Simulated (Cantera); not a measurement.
A closed system holds: 1 mol MgCO3, 0.26 mol SO2, 1.7 mol H2O, held at 1750 K.

Cantera equilibrium calculation (NASA polynomials, part measured and part estimated; ideal gas, pure solids and liquids). Candidate condensed phases: C, C6H6, C7H8, C8H18, H2O, H2SO4, Mg, MgCO3, MgO, Mg(OH)2, MgS, MgSO4, S; 130 gas species. The numbers say what is thermodynamically allowed, not how fast it happens.

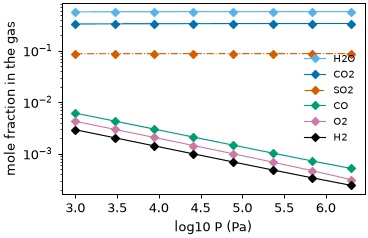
Fig. 1. Equilibrium gas composition (values under 1e-9 drawn at 1e-9)

Problem. Read off the mole fractions at 0.770 bar.

Solution. H2O about 0.57, CO2 about 0.34, SO2 about 0.088, CO about 0.0015, O2 about 0.00100, H2 about 0.00069.
